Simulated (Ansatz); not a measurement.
## Electronic structure of Ge2H6O···H2 in real space

The calculation's input:

```
crystal:
  periodic: [false, false, false]
  atoms:
    - { symbol: Ge, position_ang: [0.0, 0.0, 0.0] }
    - { symbol: O, position_ang: [0.0, 0.0, 2.12] }
    - { symbol: H, position_ang: [-0.9095, -0.2814, 2.4571] }
    - { symbol: Ge, position_ang: [2.2632, 0.0, -0.7992] }
    - { symbol: H, position_ang: [2.7487, -1.4611, -0.9782] }
    - { symbol: H, position_ang: [2.3309, 0.7367, -2.1612] }
    - { symbol: H, position_ang: [3.1736, 0.7244, 0.225] }
    - { symbol: H, position_ang: [-0.73, 1.2648, -0.5162] }
    - { symbol: H, position_ang: [-0.73, -1.2648, -0.5162] }
    - { symbol: H, position_ang: [0.9702, 1.4632, 0.5833] }
    - { symbol: H, position_ang: [0.7523, 1.1345, 1.5265] }
basis:
  gaussian: { orbitals: def2-SVP }
hamiltonian:
  xc: pbe
  dispersion: d4
relax:
  f_tol: 0.15
  max_steps: 25
  restrain:
    - { distance: [0, 9], at: 2.75, k: 30.0 }
    - { distance: [10, 1], at: 2.21, k: 30.0 }
    - { distance: [0, 1], at: 1.77, k: 30.0 }
    - { distance: [10, 9], at: 0.66, k: 30.0 }
output:
  orbitals: {}
```

Run with:

```sh
ansatz run input.yaml --threads 4 --pin off --max-ram 5120MiB --backend cpu --events-out ev --progress --plain --runs-dir out
```

The fields are those of the run's last geometry, not of the input's.

Not at a stationary point (largest force 1.9 eV/Å).

The calculation used RKS PBE-D4/def2-SVP (Ansatz).

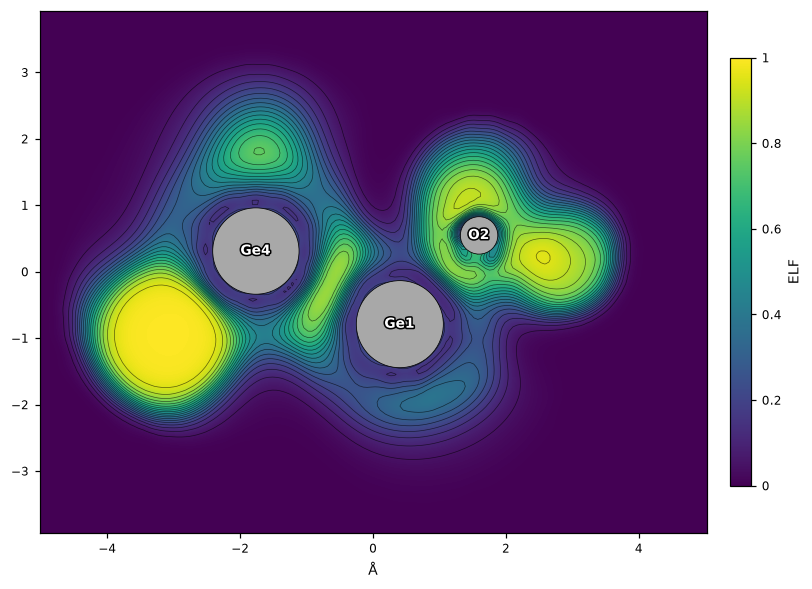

Figure 1. ELF on the plane of atoms O2, Ge1 and Ge4. Grey discs cover the atomic cores.

Q: Read the bonding off the picture.

A:
- The plane passes through Ge and O nuclei.
- Ge–O (1.79 Å): the ELF peaks at about 0.85 in the valence shell of O, 0.6 Å from its nucleus, and is about 0.35 at the midpoint.
- Ge–Ge (2.43 Å): the ELF peaks at about 0.85 between the atoms, as expected for a covalent bond.
- The ELF also peaks beside O2, away from the bonds: lone-pair regions.

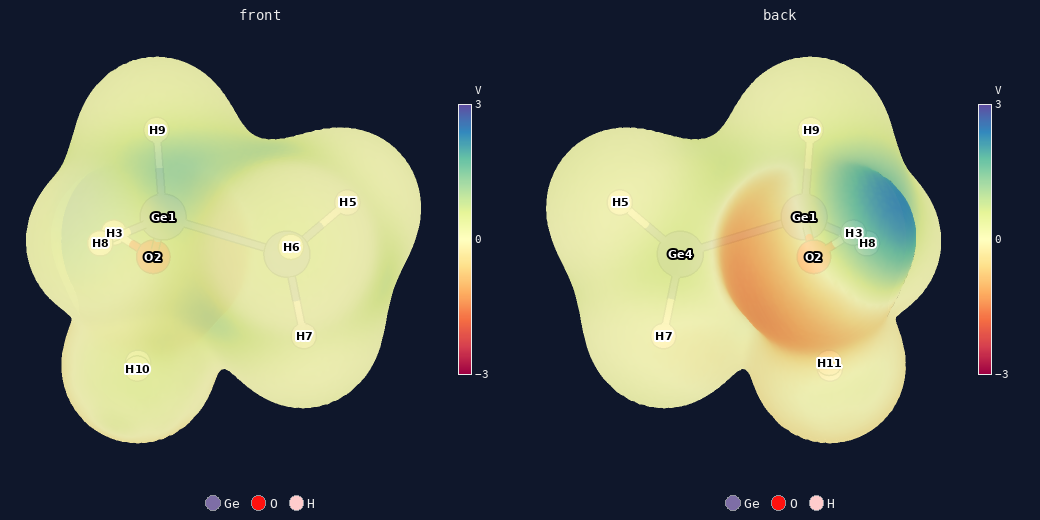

Figure 2. The electrostatic potential painted on the density surface at 0.002 e/bohr³, seen from the front and from behind; red is negative and blue positive.

Q: Describe the electrostatic potential map.

A: The most negative region (about −1.4 V) lies over O2, the most positive (about +2.3 V) over H3. O2 is the likeliest acceptor of a hydrogen bond.

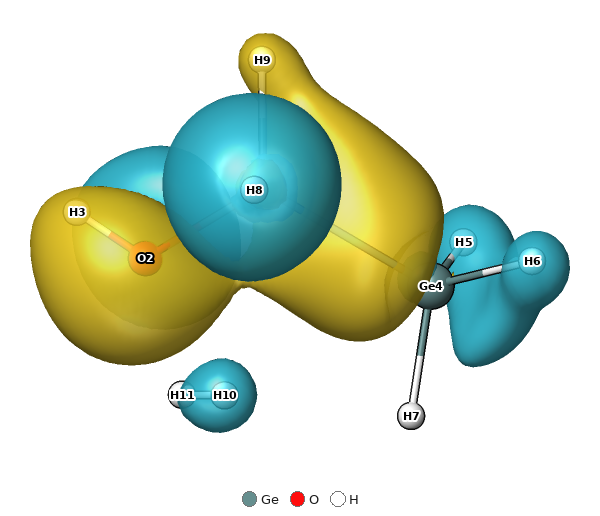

Figure 3. The HOMO at ±0.08 Å⁻³ᐟ² (yellow and cyan are the two phases), seen at a tilt.

Q: Describe this orbital and give its energy.

A: Its weight (Hirshfeld) is mainly on O2 (about 55 %), Ge1 (about 15 %), H8 (about 10 %) and Ge4 (about 10 %). Its energy is −6.57 eV.

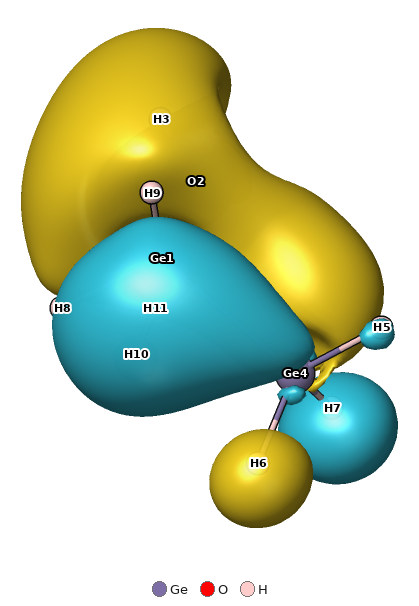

Figure 4. One frontier orbital at ±0.08 Å⁻³ᐟ² (yellow and cyan are the two phases), seen at an oblique angle.

Q: Which orbital is it: HOMO or LUMO?

A: The LUMO, at −0.80 eV. By Hirshfeld shares it lies mainly on Ge1 (about 40 %), Ge4 (about 20 %), O2 (about 15 %) and H3 (about 10 %).
